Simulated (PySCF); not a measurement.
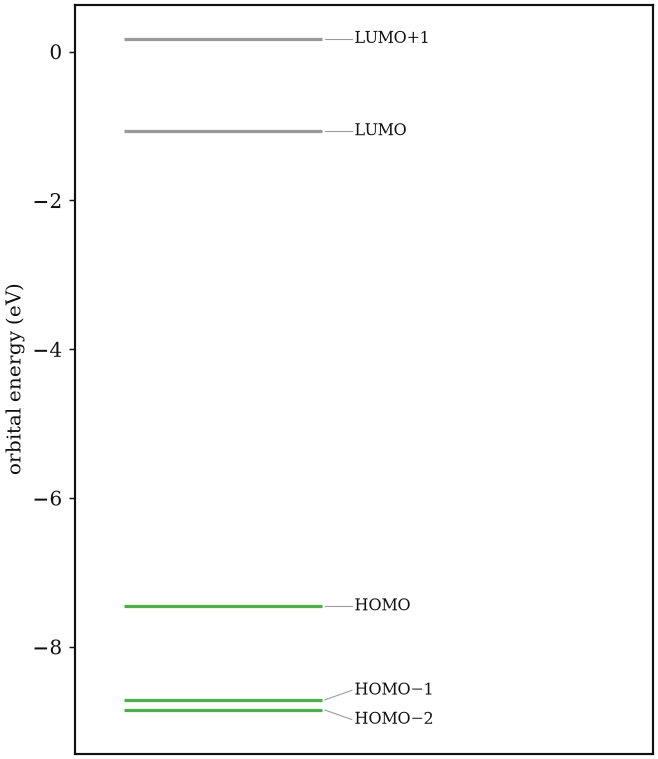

Kohn-Sham orbital energies near the frontier, PBE0/def2-SVPD in PySCF 2.14.0, at a PBE0-D3(BJ)/def2-SVP geometry (no frequency check), isolated molecule; empty levels in grey, levels within 0.03 eV side by side.

### Which molecule has this level scheme?
A. C₄H₄Cl₃GaO₂, SMILES Cl[C](Cl)(Cl)[Ga@H-]1[O]C=CC=[O+]1, singlet
B. C₇H₁₂BF, SMILES C=CC[C@@H]1CBC[C@H]1F
C. C₄H₁₁B₂NSi₂, SMILES [SiH3]N([SiH3])B1C=CBC=C1
D. C₆H₁₁B₃, SMILES CB(C)B1C=CBC=C1

B. HOMO −7.45 eV, LUMO −1.07 eV, separation 6.39 eV.

Note: one conformer of a flexible molecule; empty levels above zero depend strongly on the basis.
